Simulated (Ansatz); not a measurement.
# BrF2HSi + H2: a complex and its separated parts, part 2 of 2

Ansatz 0.2.0, Gaussian basis.

## (14) wB97X-V/def2-TZVPP

The inputs:

parta/in.yaml

```yaml
crystal:
  periodic: [false, false, false]
  atoms:
    - {symbol: Si, position_ang: [-0.717028, -0.393842, 0.701187]}
    - {symbol: Br, position_ang: [0.662959, -2.047524, 0.347714]}
    - {symbol: F, position_ang: [-1.429568, -0.016768, -0.655109]}
    - {symbol: F, position_ang: [0.100850, 0.868801, 1.176842]}
    - {symbol: H, position_ang: [-1.724952, -0.736795, 1.708981]}
basis:
  gaussian: {orbitals: def2-TZVPP}
hamiltonian: {xc: {name: wB97X-V}}
```

partb/in.yaml

```yaml
crystal:
  periodic: [false, false, false]
  atoms:
    - {symbol: H, position_ang: [1.492718, 0.945588, -1.936728]}
    - {symbol: H, position_ang: [1.614921, 1.380541, -1.342786]}
basis:
  gaussian: {orbitals: def2-TZVPP}
hamiltonian: {xc: {name: wB97X-V}}
```

The same command starts each run, in its folder.

Launch:

```
ansatz run in.yaml --threads 4 --pin off --events-out ev --progress --plain --max-ram 9574MiB
```

Output in parta, cut to the lines that bear on the results:

```text
Functional definition: wB97X-V
  name "wB97X-V"
  cite "Mardirossian & Head-Gordon, Phys. Chem. Chem. Phys. 16, 9904 (2014) doi:10.1039/C3CP54374A"
  cite "Becke, J. Chem. Phys. 107, 8554 (1997) doi:10.1063/1.475007"
  cite "Vydrov & Van Voorhis, J. Chem. Phys. 133, 244103 (2010) doi:10.1063/1.3521275"
[...]
      + integral(e_c_pw_opposite_spin*poly(b97_u_opposite, cos0, cos1)) + vv10(b, c)
1075 factors; their error is unknown
178 factors; integrals over basis functions are off by at most 4.6e-5 eV
[...]
mean field -83372.19498643 eV, -3063.8716540479 hartree, gradient 3.5e-5 eV, S^2 0.000000; 0 other end points of the search recorded, 0 dependent functions left out
reference -83372.19498493 eV, -3063.8716539929 hartree; 34, 34 occupied and 132, 132 virtual orbitals, 1075 factors
Total energy: -83372.19498493 eV, -3063.8716539929 hartree
```

Log of partb, cut to the lines that bear on the results:

```text
[... 5 set-up lines as earlier in the session ...]
[...]
      + integral(e_c_pw_opposite_spin*poly(b97_u_opposite, cos0, cos1)) + vv10(b, c)
118 factors; their error is unknown
42 factors; integrals over basis functions are off by at most 3.0e-5 eV
[...]
mean field -31.90859287 eV, -1.1726191595 hartree, gradient 8.7e-5 eV, S^2 0.000000; 0 other end points of the search recorded, 0 dependent functions left out
reference -31.90859187 eV, -1.1726191227 hartree; 1, 1 occupied and 27, 27 virtual orbitals, 118 factors
Total energy: -31.90859187 eV, -1.1726191227 hartree
```

Times: 5.5 s (parta), 0.2 s (partb) on 4 threads of Arm Neoverse V1, shared host; peak memory 0.49 GiB.

## (15) wB97M-V/def2-TZVPP

Each input of step 14 (parta, partb) changes in the same lines:

```diff
-hamiltonian: {xc: {name: wB97X-V}}
+hamiltonian: {xc: {name: wB97M-V}}
```

The same command starts each run, in its folder.

Launch:

```
ansatz run in.yaml --threads 4 --pin off --events-out ev --progress --plain --max-ram 9574MiB
```

parta printed, cut to the lines that bear on the results:

```text
Functional definition: wB97M-V
  name "wB97M-V"
  cite "Mardirossian & Head-Gordon, J. Chem. Phys. 144, 214110 (2016) doi:10.1063/1.4952647"
[... 2 set-up lines as earlier in the session ...]
  # Of w^i u^j: cxij and so on, Table III.
[...]
  gx(w, u) = 1 - cx + cx01*u + cx10*w
[...]
      + integral(e_c_pw_mod_opposite_spin*gos(b97_w_opposite, b97_u_opposite)) + vv10(b, c)
1070 factors; their error is unknown
178 factors; integrals over basis functions are off by at most 4.6e-5 eV
[...]
mean field -83376.08723600 eV, -3064.0146915813 hartree, gradient 3.4e-5 eV, S^2 0.000000; 0 other end points of the search recorded, 0 dependent functions left out
reference -83376.08727268 eV, -3064.0146929292 hartree; 34, 34 occupied and 132, 132 virtual orbitals, 1070 factors
Total energy: -83376.08727268 eV, -3064.0146929292 hartree
```

partb printed, cut to the lines that bear on the results:

```text
[... 5 set-up lines as earlier in the session ...]
  # Of w^i u^j: cxij and so on, Table III.
[...]
  gx(w, u) = 1 - cx + cx01*u + cx10*w
[...]
      + integral(e_c_pw_mod_opposite_spin*gos(b97_w_opposite, b97_u_opposite)) + vv10(b, c)
118 factors; their error is unknown
42 factors; integrals over basis functions are off by at most 3.0e-5 eV
[...]
mean field -31.60109854 eV, -1.1613189513 hartree, gradient 7.3e-6 eV, S^2 0.000000; 0 other end points of the search recorded, 0 dependent functions left out
reference -31.60112280 eV, -1.1613198427 hartree; 1, 1 occupied and 27, 27 virtual orbitals, 118 factors
Total energy: -31.60112280 eV, -1.1613198427 hartree
```

Wall times: 7 s (parta), 0.2 s (partb) on 4 threads of Arm Neoverse V1, shared host; peak memory 0.5 GiB.

## (16) B2PLYP/def2-TZVPP

The same edit goes into each in.yaml of step 15 (parta, partb):

```diff
-hamiltonian: {xc: {name: wB97M-V}}
+hamiltonian: {xc: {name: B2PLYP}}
```

The same command starts each run, in its folder.

Launch:

```
ansatz run in.yaml --threads 4 --pin off --events-out ev --progress --plain --max-ram 9574MiB
```

Log of parta, cut to the lines that bear on the results:

```text
Functional definition: B2PLYP
  name "B2PLYP"
  cite "Grimme, J. Chem. Phys. 124, 034108 (2006) doi:10.1063/1.2148954"
[... 2 set-up lines as earlier in the session ...]
[...]
1062 factors; integrals over basis functions are off by at most 1.0e-3 eV
[...]
mean field -83357.60561452 eV, -3063.3355045191 hartree, gradient 3.1e-6 eV, S^2 0.000000; 0 other end points of the search recorded, 0 dependent functions left out
16 core orbitals not correlated: weight in the atoms' cores, before any rotation towards them, 1.000 or more for the frozen orbitals, at most 0.000 for the correlated occupied ones
reference -83357.60574869 eV, -3063.3355094498 hartree; 18, 18 occupied and 132, 132 virtual orbitals, 1062 factors
second order -28.60357162 eV of doubles, -0.00000000 eV of singles
Total energy: -83365.32871303 eV, -3063.6193231544 hartree
```

Log of partb, cut to the lines that bear on the results:

```text
[... 5 set-up lines as earlier in the session ...]
[...]
145 factors; integrals over basis functions are off by at most 7.4e-4 eV
[...]
mean field -31.55846891 eV, -1.1597523414 hartree, gradient 1.0e-6 eV, S^2 0.000000; 0 other end points of the search recorded, 0 dependent functions left out
reference -31.55855833 eV, -1.1597556274 hartree; 1, 1 occupied and 27, 27 virtual orbitals, 145 factors
second order -1.02368419 eV of doubles, -0.00000000 eV of singles
Total energy: -31.83495306 eV, -1.1699129464 hartree
```

Wall times: 3.8 s (parta), 0.15 s (partb) on 4 threads of Arm Neoverse V1, shared host.

## (17) PBE-QIDH/def2-TZVPP

The same edit goes into each in.yaml of step 16 (parta, partb):

```diff
-hamiltonian: {xc: {name: B2PLYP}}
+hamiltonian: {xc: {name: PBE-QIDH}}
```

One command serves all of them, each in its own folder.

Launch:

```
ansatz run in.yaml --threads 4 --pin off --events-out ev --progress --plain --max-ram 9574MiB
```

parta printed, cut to the lines that bear on the results:

```text
Functional definition: PBE-QIDH
  name "PBE-QIDH"
  cite "Brémond, Sancho-García, Pérez-Jiménez & Adamo, J. Chem. Phys. 141, 031101 (2014) doi:10.1063/1.4890314"
[... 1 set-up line as earlier in the session ...]
[...]
1062 factors; integrals over basis functions are off by at most 1.0e-3 eV
[...]
mean field -83344.99051616 eV, -3062.8719082052 hartree, gradient 3.1e-6 eV, S^2 0.000000; 0 other end points of the search recorded, 0 dependent functions left out
16 core orbitals not correlated: weight in the atoms' cores, before any rotation towards them, 1.000 or more for the frozen orbitals, at most 0.000 for the correlated occupied ones
reference -83344.99052536 eV, -3062.8719085434 hartree; 18, 18 occupied and 132, 132 virtual orbitals, 1062 factors
second order -26.78246088 eV of doubles, -0.00000000 eV of singles
Total energy: -83353.91801232 eV, -3063.1999876379 hartree
```

Output in partb, cut to the lines that bear on the results:

```text
[... 4 set-up lines as earlier in the session ...]
[...]
145 factors; integrals over basis functions are off by at most 7.4e-4 eV
[...]
mean field -31.52722713 eV, -1.1586042270 hartree, gradient 1.4e-6 eV, S^2 0.000000; 0 other end points of the search recorded, 0 dependent functions left out
reference -31.52723355 eV, -1.1586044629 hartree; 1, 1 occupied and 27, 27 virtual orbitals, 145 factors
second order -0.95922021 eV of doubles, -0.00000000 eV of singles
Total energy: -31.84697361 eV, -1.1703546937 hartree
```

Wall times: 3.6 s (parta), 0.1 s (partb) on 4 threads of Arm Neoverse V1, shared host.

## (18) RPA on PBE/def2-TZVPP

Each input of step 17 (parta, partb) changes in the same lines:

```diff
-hamiltonian: {xc: {name: PBE-QIDH}}
+hamiltonian: {xc: pbe}
+correlation: {method: rpa}
```

The same command starts each run, in its folder.

Launch:

```
ansatz run in.yaml --threads 4 --pin off --events-out ev --progress --plain --max-ram 9574MiB
```

Log of parta, cut to the lines that bear on the results:

```text
[... 4 set-up lines as earlier in the session ...]
[...]
1062 factors; integrals over basis functions are off by at most 1.0e-3 eV
[...]
mean field -83361.86508309 eV, -3063.4920371018 hartree, gradient 7.4e-6 eV, S^2 0.000000; 0 other end points of the search recorded, 0 dependent functions left out
16 core orbitals not correlated: weight in the atoms' cores, before any rotation towards them, 1.000 or more for the frozen orbitals, at most 0.000 for the correlated occupied ones
reference -83295.37136157 eV, -3061.0484379071 hartree; 18, 18 occupied and 132, 132 virtual orbitals, 1062 factors
Total energy: -83331.81399538 eV, -3062.3876799979 hartree
```

partb printed, cut to the lines that bear on the results:

```text
[... 4 set-up lines as earlier in the session ...]
[...]
145 factors; integrals over basis functions are off by at most 7.4e-4 eV
[...]
mean field -31.73222962 eV, -1.1661379296 hartree, gradient 1.4e-6 eV, S^2 0.000000; 0 other end points of the search recorded, 0 dependent functions left out
reference -30.80636364 eV, -1.1321129823 hartree; 1, 1 occupied and 27, 27 virtual orbitals, 145 factors
Total energy: -32.86229943 eV, -1.2076672291 hartree
```

Wall times: 2.8 s (parta), 0.1 s (partb) on 4 threads of Arm Neoverse V1, shared host.

## (19) CCSD(T)/def2-TZVPP

Each input of step 18 (parta, partb) changes in the same lines:

```diff
-hamiltonian: {xc: pbe}
-correlation: {method: rpa}
+correlation: {method: ccsd_t}
```

The same command starts each run, in its folder.

Launch:

```
ansatz run in.yaml --threads 4 --pin off --events-out ev --progress --plain --max-ram 9574MiB
```

parta printed, cut to the lines that bear on the results:

```text
Functional definition: HF
  name "HF"
  cite "Fock, Z. Phys. 61, 126 (1930) doi:10.1007/BF01340294"
[... 1 set-up line as earlier in the session ...]
[...]
1062 factors; integrals over basis functions are off by at most 1.0e-3 eV
[...]
mean field -83296.93710383 eV, -3061.1059778740 hartree, gradient 5.7e-6 eV, S^2 0.000000; 0 other end points of the search recorded, 0 dependent functions left out
16 core orbitals not correlated: weight in the atoms' cores, before any rotation towards them, 1.000 or more for the frozen orbitals, at most 0.000 for the correlated occupied ones
reference -83296.93710383 eV, -3061.1059778740 hartree; 18, 18 occupied and 132, 132 virtual orbitals, 1062 factors
second order -24.14575621 eV of doubles, -0.00000000 eV of singles
cycle   1  -23.91030723 eV  change    2.4e-1 eV  update   9.4e-2
[...]
cycle   9  -24.46725195 eV  change   -8.4e-6 eV  update   9.0e-6
perturbative correction -0.74542782 eV, -0.0273939671 hartree
Total energy: -83322.14978360 eV, -3062.0325267659 hartree
```

Output in partb, cut to the lines that bear on the results:

```text
[... 4 set-up lines as earlier in the session ...]
[...]
145 factors; integrals over basis functions are off by at most 7.4e-4 eV
[...]
mean field -30.82767028 eV, -1.1328959869 hartree, gradient 4.3e-7 eV, S^2 0.000000; 0 other end points of the search recorded, 0 dependent functions left out
reference -30.82767028 eV, -1.1328959869 hartree; 1, 1 occupied and 27, 27 virtual orbitals, 145 factors
second order -0.86258301 eV of doubles, -0.00000000 eV of singles
cycle   1  -1.00724479 eV  change   -1.4e-1 eV  update   2.6e-2
[...]
cycle   7  -1.07310342 eV  change    7.7e-7 eV  update   4.2e-7
perturbative correction 0.00000000 eV, 0.0000000000 hartree
Total energy: -31.90077370 eV, -1.1723318102 hartree
```

Times: 46 s (parta), 0.1 s (partb) on 4 threads of Arm Neoverse V1, shared host; peak memory 1.4 GiB.

## (20) Vibrations of BrF2HSi

vib-parta/in.yaml reads:

```yaml
crystal:
  periodic: [false, false, false]
  atoms:
    - {symbol: Si, position_ang: [-0.717028, -0.393842, 0.701187]}
    - {symbol: Br, position_ang: [0.662959, -2.047524, 0.347714]}
    - {symbol: F, position_ang: [-1.429568, -0.016768, -0.655109]}
    - {symbol: F, position_ang: [0.100850, 0.868801, 1.176842]}
    - {symbol: H, position_ang: [-1.724952, -0.736795, 1.708981]}
basis:
  gaussian: {orbitals: def2-TZVP}
hamiltonian: {xc: pbe0, dispersion: d4}
phonons: {temperatures: {t_min: 298.15, t_max: 900, t_step: 200}}
```

Launch:

```
ansatz run in.yaml --threads 4 --pin off --events-out ev --progress --plain --max-ram 9574MiB
```

The log of the run, cut to the lines that bear on the results:

```text
[... 5 set-up lines as earlier in the session ...]
[...]
1037 factors; their error is unknown
[...]
mean field -83365.07608040 eV, -3063.6100390765 hartree, gradient 4.3e-5 eV, S^2 0.000000; 0 other end points of the search recorded, 0 dependent functions left out
[...]
Atom 2 at    -1.429568    -0.016768    -0.655109 Å, force    -0.000043    -0.000226    -0.000256 eV/Å
Atom 3 at     0.100850     0.868801     1.176842 Å, force     0.000290    -0.000087     0.000166 eV/Å
Atom 4 at    -1.724952    -0.736795     1.708981 Å, force    -0.000644    -0.000839     0.000983 eV/Å
Dipole moment:    -0.113760    -0.139689     0.162566 e Å
Vibrations: 198.75 237.11 348.29 467.61 820.87 821.55 894.37 980.71 2330.72 cm⁻¹, zero-point energy 0.440142 eV
```

It took 53 s on 4 threads of Arm Neoverse V1, shared host.

Wavenumbers and character of the modes:

| mode | wavenumber (cm⁻¹) | character |
| --- | --- | --- |
| 1 | 199 | bend |
| 2 | 237 | bend |
| 3 | 348 | bend |
| 4 | 468 | Si–Br stretch |
| 5 | 821 | bend |
| 6 | 822 | bend |
| 7 | 894 | Si–F stretch |
| 8 | 981 | Si–F stretch |
| 9 | 2331 | Si–H stretch |

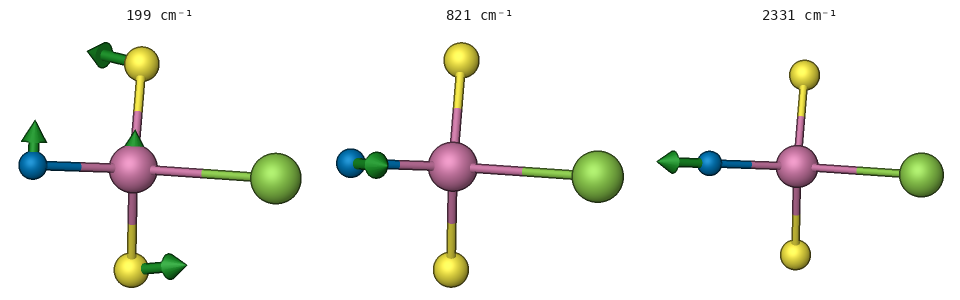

Displacements of 3 modes, as arrows.

Vibrational sums (real modes only):

```csv
T (K),entropy (J/mol/K),heat capacity (J/mol/K)
298,27.3,36.3
498,49.8,51.3
698,68.5,59.1
898,84.0,63.7
```

## (21) Vibrations of H2

vib-partb/in.yaml reads:

```yaml
crystal:
  periodic: [false, false, false]
  atoms:
    - {symbol: H, position_ang: [1.492718, 0.945588, -1.936728]}
    - {symbol: H, position_ang: [1.614921, 1.380541, -1.342786]}
basis:
  gaussian: {orbitals: def2-TZVP}
hamiltonian: {xc: pbe0, dispersion: d4}
phonons: {temperatures: {t_min: 298.15, t_max: 900, t_step: 200}}
```

Launch:

```
ansatz run in.yaml --threads 4 --pin off --events-out ev --progress --plain --max-ram 9574MiB
```

The log of the run, cut to the lines that bear on the results:

```text
[... 5 set-up lines as earlier in the session ...]
[...]
88 factors; their error is unknown
[...]
mean field -31.78865241 eV, -1.1682114289 hartree, gradient 1.7e-5 eV, S^2 0.000000; 0 other end points of the search recorded, 0 dependent functions left out
[...]
reference -31.78854348 eV, -1.1682074259 hartree; 1, 1 occupied and 11, 11 virtual orbitals, 88 factors
Total energy: -31.79027485 eV, -1.1682710527 hartree
Atom 0 at     1.492718     0.945588    -1.936728 Å, force     0.000771     0.002745     0.003748 eV/Å
Atom 1 at     1.614921     1.380541    -1.342786 Å, force    -0.000771    -0.002745    -0.003748 eV/Å
Dipole moment:    -0.000000    -0.000000    -0.000000 e Å
Vibrations: 4413.25 cm⁻¹, zero-point energy 0.273586 eV
```

Wall time 0.25 s (4 threads of Arm Neoverse V1, shared host).

The modes, with what each moves most:

| mode | wavenumber (cm⁻¹) | character |
| --- | --- | --- |
| 1 | 4413 | H–H stretch |

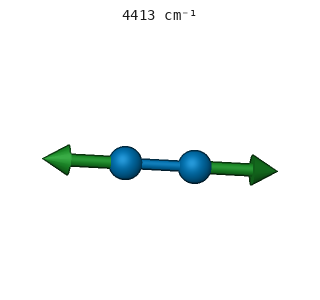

How the atoms move in 1 of the modes.

Vibrational sums (real modes only):

```csv
T (K),entropy (J/mol/K),heat capacity (J/mol/K)
298,0.0,0.0
498,0.0,0.0
698,0.0,0.1
898,0.1,0.4
```

## (22) Complex less separated parts

The complex's own energies come from single points at the same levels.

Rows are in def2-TZVPP; times add the 3 runs of a level on a shared host, so small differences are noise.

Differences are taken before rounding.

```
      method                    rung  complex less parts (eV)  from CCSD(T) (eV)     time
       SPW92                     LDA                  -0.0445            -0.0282    1.6 s
      PBE-D4                     GGA                  -0.0320            -0.0157    2.6 s
     BLYP-D4                     GGA                  -0.0154            +0.0009    2.8 s
   r2SCAN-D4                meta-GGA                  -0.0193            -0.0030    6.2 s
      B97M-V                meta-GGA                  -0.0227            -0.0064     13 s
     PBE0-D4                  hybrid                  -0.0283            -0.0120    4.4 s
    B3LYP-D4                  hybrid                  -0.0207            -0.0043    3.8 s
  r2SCAN0-D4                  hybrid                  -0.0213            -0.0050      8 s
    BHLYP-D4                  hybrid                  -0.0250            -0.0086    4.1 s
CAM-B3LYP-D4  range-separated hybrid                  -0.0249            -0.0086    4.9 s
     wB97X-V  range-separated hybrid                  -0.0271            -0.0107     12 s
     wB97M-V  range-separated hybrid                  -0.0242            -0.0079     14 s
      B2PLYP           double hybrid                  -0.0016            +0.0147    7.7 s
    PBE-QIDH           double hybrid                  -0.0112            +0.0051    7.7 s
  RPA on PBE                     RPA                  -0.0120            +0.0043    6.4 s
Hartree-Fock            wavefunction                   0.0093            +0.0256         
         MP2            wavefunction                  -0.0155            +0.0009         
        CCSD            wavefunction                  -0.0134            +0.0029         
     CCSD(T)            wavefunction                  -0.0163                  0  2.3 min
```

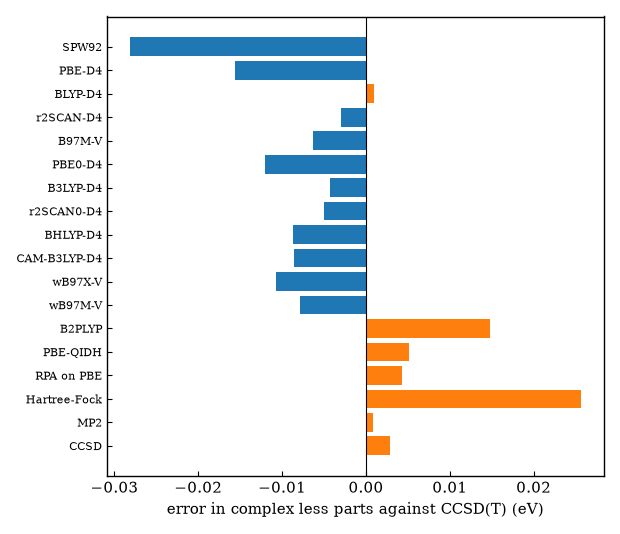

Deviations from CCSD(T), method by method.

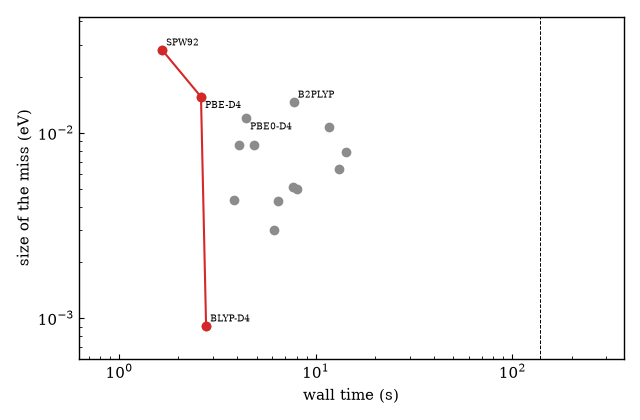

Miss against cost. Red marks the levels that no quicker level drawn beats (of those quicker than the yardstick), and the dashed line is the time of CCSD(T). Only those levels and the largest misses are named. Times are from a shared host.

For cost: BLYP-D4 gets within 0.0009 eV in 2.8 s, where CCSD(T) took 2.3 min; the quickest level in the cost chart, SPW92, takes 1.6 s and misses by 0.0282 eV.

The complex's zero-point energy, from a separate PBE0-D4 run, is 0.741 eV.

## (23) Results

What follows sums up all 2 parts.

```
                              quantity       value
complex less parts, CCSD(T)/def2-TZVPP  -0.0163 eV
                with zero-point energy  +0.0108 eV
                 largest T1 diagnostic       0.010
```

In words: At CCSD(T) the complex lies 0.0163 eV below its parts. Among the functionals BLYP-D4 lands nearest to CCSD(T) (+0.0009 eV) and SPW92 farthest (-0.0282 eV). Mean unsigned error by rung: LDA 0.0282, GGA 0.0083, meta-GGA 0.0047, hybrid 0.0075, range-separated hybrid 0.0091, double hybrid 0.0099 eV. The double hybrids carry no dispersion term here, unlike the levels marked D4 or V. PBE-D4 gives a relative energy 0.0157 eV too low, an error of 96 % of the reference. No counterpoise was applied, and triple zeta lacks some correlation, so the CCSD(T) reference has a basis error of its own, and close matches with it are partly luck.
